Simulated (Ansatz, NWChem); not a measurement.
## How basis sets differ on SnH2O2 (SMILES [OH][Sn][OH])

SnH2O2 has 5 atoms, charge 0, and is taken as a singlet. SMILES: `[OH][Sn][OH]`. The shape is that of a PBE0-D4/def2-TZVP optimisation. This is one conformer, not always the lowest.

Quantity: the vertical ionisation energy (to the doublet cation), in eV. The values are calculated.

```json
{"level": "CCSD/SBKJC-VDZ (core potential)", "kind": "coupled cluster or CI", "program": "NWChem", "value (eV)": "9.55"}
{"level": "CCSD/LANL2DZ (core potential)", "kind": "coupled cluster or CI", "program": "NWChem", "value (eV)": "9.41"}
{"level": "CCSD/def2-SVP (core potential)", "kind": "coupled cluster or CI", "program": "Ansatz", "value (eV)": "9.44"}
{"level": "CCSD/DGauss-DZVP", "kind": "coupled cluster or CI", "program": "NWChem", "value (eV)": "9.50"}
```

All-electron rows without a relativistic Hamiltonian named are non-relativistic, while core potentials hold scalar relativity, so basis and relativity change together. Spin-orbit coupling is left out. The values span 9.41 to 9.55 eV. In the correlated wave-function rows the outer d shell of Sn is correlated, in sets not made for it.

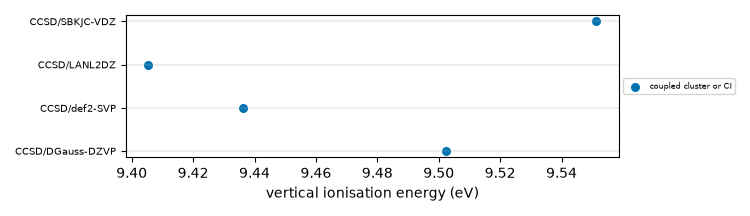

The values of the table, level by level.
